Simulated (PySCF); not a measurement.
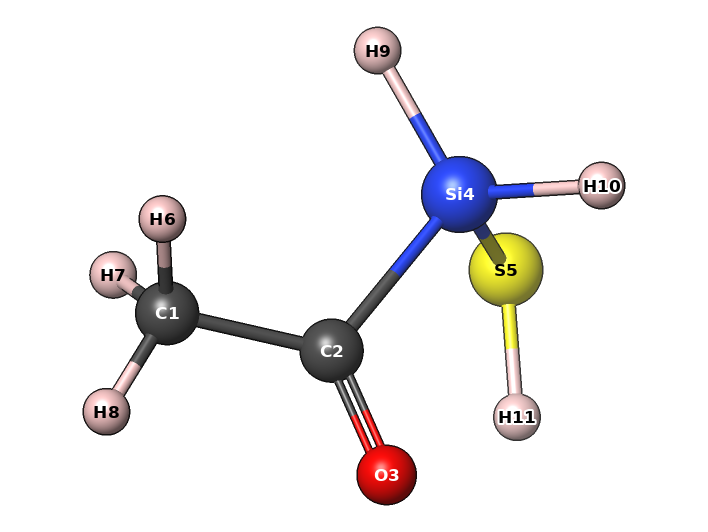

Computed geometry: GFN2-xTB optimisation. No frequency run is at hand to confirm it as a minimum. Properties computed with delta-SCF UKS SCAN, pcX-2 on the ionised atom, pcseg-1 elsewhere, spin-free X2C (PySCF 2.14.0).

Give the core-electron binding energies (to vacuum; p and d levels without spin–orbit splitting) of C1 1s, C2 1s, O3 1s, Si4 1s, Si4 2p, S5 1s, S5 2p.

```json
{"atom": "C1", "level": "1s", "binding energy (eV)": "291.2"}
{"atom": "C2", "level": "1s", "binding energy (eV)": "293.1"}
{"atom": "O3", "level": "1s", "binding energy (eV)": "537.9"}
{"atom": "Si4", "level": "1s", "binding energy (eV)": "1847.0"}
{"atom": "Si4", "level": "2p", "binding energy (eV)": "107.5"}
{"atom": "S5", "level": "1s", "binding energy (eV)": "2477.1"}
{"atom": "S5", "level": "2p", "binding energy (eV)": "169.8"}
```

The geometry is semi-empirical. Around Si such bond lengths and angles can be off by a tenth of an ångström or more and by several degrees, and values that hang on the shape move with them.
